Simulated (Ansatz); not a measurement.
CH$_{8}$N$_{2}$SSi$_{2}$

Input file:

```
crystal:
  periodic: [false, false, false]
  atoms:
    - { symbol: C, position_ang: [2.6412, 0.2603, -0.2278] }
    - { symbol: S, position_ang: [1.6174, -1.2039, 0.1147] }
    - { symbol: Si, position_ang: [-0.1006, -0.0534, 0.7171] }
    - { symbol: "N", position_ang: [-1.5329, -1.1003, 0.9491] }
    - { symbol: Si, position_ang: [-2.2609, -0.2561, -0.451] }
    - { symbol: "N", position_ang: [-0.8275, 0.79, -0.6826] }
    - { symbol: H, position_ang: [2.763, 0.8681, 0.6932] }
    - { symbol: H, position_ang: [2.1778, 0.8746, -1.028] }
    - { symbol: H, position_ang: [3.6425, -0.0726, -0.5697] }
    - { symbol: H, position_ang: [0.1315, 0.845, 1.858] }
    - { symbol: H, position_ang: [-1.2688, -2.0548, 0.6174] }
    - { symbol: H, position_ang: [-3.4394, 0.5277, -0.051] }
    - { symbol: H, position_ang: [-2.4478, -1.1677, -1.5899] }
    - { symbol: H, position_ang: [-1.0955, 1.7429, -0.3496] }
basis:
  gaussian:
    orbitals: def2-SVP
hamiltonian:
  xc: pbe0
  dispersion: d3bj
output:
  orbitals: {}
  forces: true
```

Launched as:

```sh
python energy_ch8n2ssi2.py
```

Not at a stationary point (largest force 1.9 eV/Å).

All numbers below come from SCF PBE0, Gaussian basis (Ansatz 0.2.0).

Question: What will maps of the electron density and electron localisation function show?

Answer: Si–N (1.79 Å): the density is about 1 e/Å³ at the midpoint; the ELF peaks at about 0.90 between the atoms: a polar covalent bond.
Si–Si (2.46 Å): the density is about 0.43 e/Å³ at the midpoint; the ELF is about 0.30 at the midpoint.

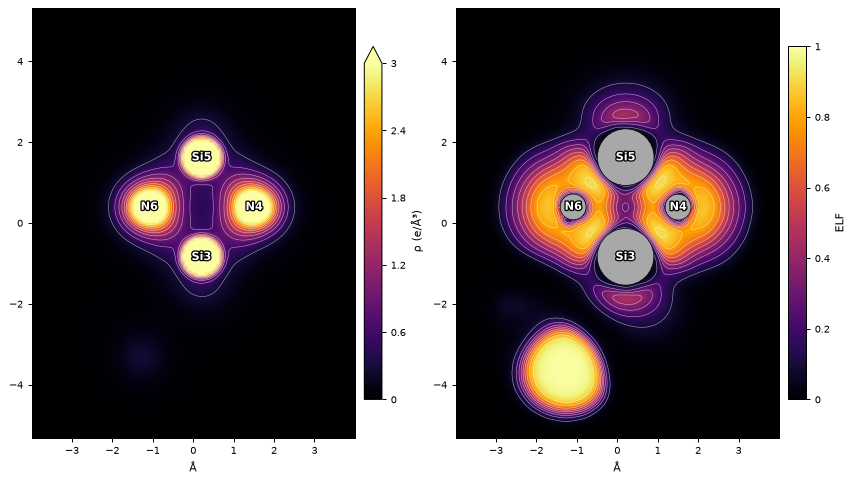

Computed electron density and electron localisation function on the plane of atoms Si3, N6 and Si5, in this order. Grey discs cover the atomic cores in the ELF map. 
